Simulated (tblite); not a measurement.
# C4H14Si4: the cost of one run

Programs: tblite 0.8.0 and PySCF 2.14.0, with density-fitted response routines of our own. Each step states its level of theory. These are calculated values for one molecule in the gas phase, unless marked as measured. Atoms are numbered from 0 throughout.

### 1 The molecule as given

22 atoms, charge 0, multiplicity 1; geometry from: force field or distance geometry start.

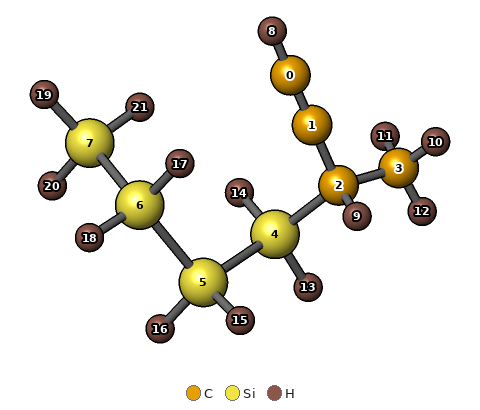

The starting geometry (carbon amber, silicon yellow, hydrogen brown), atoms numbered.

### 2 Geometry optimisation with GFN2-xTB

Job settings and geometry (Å):

```
{"job": {"kind": "relax", "xc": "GFN2-xTB", "basis": "xTB"}, "charge": 0, "multiplicity": 1}
C     -0.641100     2.231100     1.212400
C     -1.215400     1.317700     0.673500
C     -1.918800     0.189700     0.038200
C     -3.211500    -0.099100     0.814700
Si    -0.827100    -1.329000    -0.191500
Si     0.728300    -0.949000    -1.843400
Si     2.262800     0.617200    -1.175400
Si     3.165200    -0.075900     0.826200
H     -0.153200     3.051200     1.685600
H     -2.239400     0.518600    -0.962600
H     -3.845700     0.784800     0.892600
H     -2.995600    -0.438500     1.848500
H     -3.807000    -0.891100     0.349000
H     -1.673900    -2.476900    -0.615100
H     -0.164900    -1.701100     1.078600
H      0.046600    -0.500600    -3.075300
H      1.438900    -2.218800    -2.155800
H      1.627000     1.950400    -1.039200
H      3.331500     0.745000    -2.196600
H      4.232900     0.853000     1.276200
H      3.740400    -1.433500     0.683400
H      2.109800    -0.125800     1.875000
```

On the command line:

```sh
$ OMP_NUM_THREADS=1 python probes_run.py task.json out
```

The driver reads the jobs from task.json and runs them one after another.

Q: Estimate the wall time and peak memory of this first job on 1 thread of Arm Neoverse V1, shared host.

About 1.7 s, with a peak of 0.18 GiB.
